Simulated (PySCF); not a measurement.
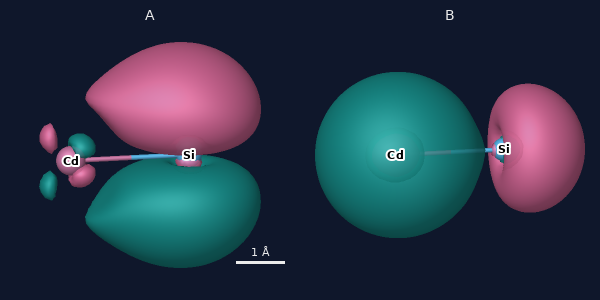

CdSi (triplet). Two frontier α-spin orbitals, each drawn at the value that holds 80 % of its norm (teal and pink are the two phases), in no order; of a degenerate pair one member is drawn.

These are results of PBE0/x2c-TZVPPall, spin-free X2C-1e, Gaussian nucleus, at a bond length of 2.573 Å in PySCF, not measurements.

Q: Label each orbital by symmetry, say whether it is occupied, and order them by energy.

A: Orbital B: σ, occupied in this spin, −7.23 eV; shared between the atoms (Cd 65 %, Si 35 %).
Orbital A: π, occupied in this spin, −5.24 eV; mainly on Si (85 %).
